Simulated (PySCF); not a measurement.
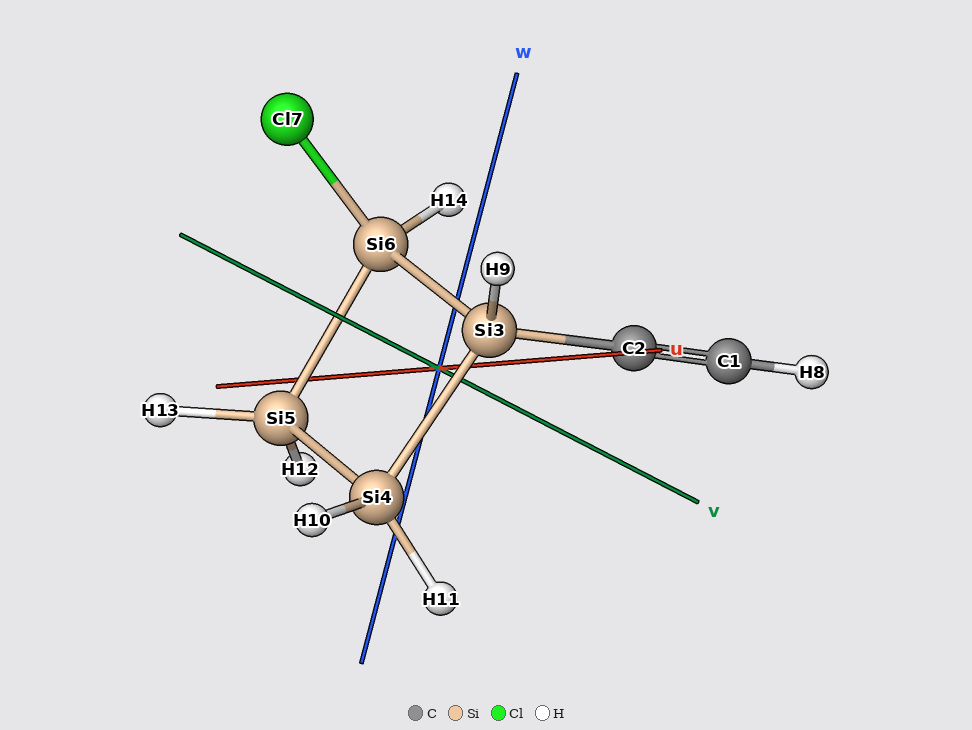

The lines u, v and w are the principal axes of the g tensor. The species has charge +1 and is a spin doublet. The computed structure is the end point of a GFN2-xTB optimisation. No frequency run is at hand to confirm it as a minimum. Properties computed with UKS B3LYP, pcH-1 on C Cl H Si, non-relativistic, mean-field spin-orbit, GIAO (PySCF 2.14.0).

Along which axis does g lie farthest from the free-electron value?

Along v: the shift is 18806 ppm.

Give the principal values and shifts.

| axis | g | shift (ppm) |
| --- | --- | --- |
| u | 2.00514 | 2821 |
| v | 2.02112 | 18806 |
| w | 2.01371 | 11388 |

The geometry is semi-empirical. Around Si such bond lengths and angles can be off by a tenth of an ångström or more and by several degrees, and values that hang on the shape move with them.
